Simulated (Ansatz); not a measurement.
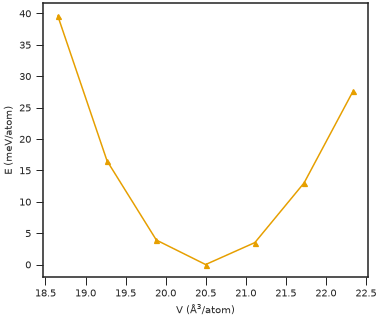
Figure. Ge in space group R-3 (No. 148; Ge on 6c, Ge on 18f) under volume change, plane-wave PAW PBEsol (Ansatz code), shape and atoms relaxed at each volume.

Problem. What does a third-order Birch–Murnaghan fit give for V₀, B₀ and B′?

Solution. V₀ = 20.50 Å³/atom, B₀ = 63.3 GPa, B′ = 4.9.

The workflow started from a Materials Project entry (that database holds measured and hypothetical structures alike); the Crystallography Open Database copy checked does not list it. It is not the phase usual at ambient conditions (space group No. 227). Symmetry was held in the PBEsol relaxation; its stability against distortions is not shown here.

Potentials: the later of the program's two PAW sets.
